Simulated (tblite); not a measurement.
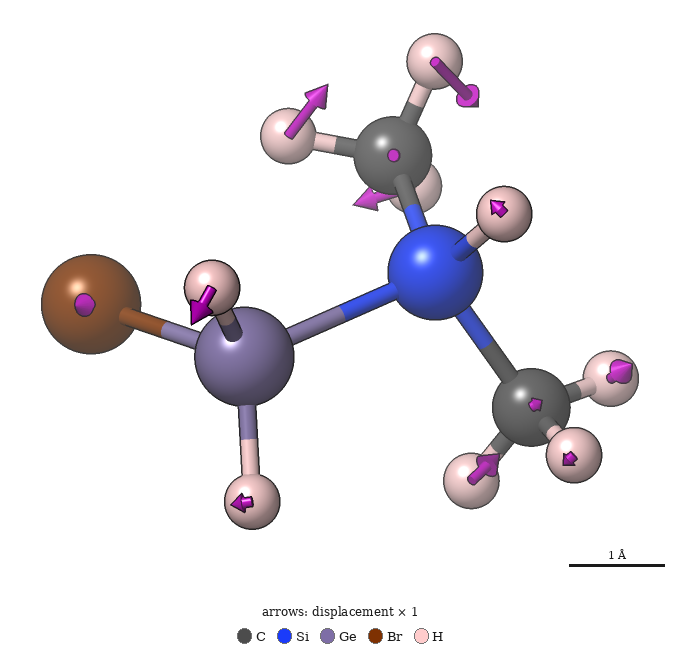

A relaxation of C$_{2}$H$_{9}$BrGeSi. The starting structure is drawn; purple arrows show the displacements, at their true length. The two geometries are superimposed by the best rigid fit.

A ball-and-stick model, seen at a tilt.

Level of theory: tblite, GFN2-xTB geometry optimisation, gas phase. 

Question: Atoms of which element are displaced furthest, and by how much?

Answer: Hydrogen: up to 0.96 Å, against 0.33 Å for bromine.

Question: What did the optimiser do to the structure, and how much energy did it gain?

Answer: After 122 geometry steps the energy has fallen by 0.480 eV. The largest move after the best rigid fit is that of an H atom, 0.96 Å. Largest moves by element: H 0.96 Å, Br 0.33 Å, C 0.15 Å, Ge 0.07 Å, Si 0.06 Å. Some distances before and after: Ge–Si 2.323 → 2.391 Å, C–Si 1.853 → 1.898 Å, C–H 1.118 → 1.087 Å, Ge–H 1.557 → 1.531 Å. Among the angles between lasting bonds that change: Si–Ge–H 106.0° → 119.8°, H–Ge–H 114.0° → 101.5°, Br–Ge–H 109.4° → 100.7°. Groups turn about C–Si by about 50°, C–Si by about 20°. Cost: 1.5 s on 1 thread of Arm Neoverse N1, with other jobs on the host.
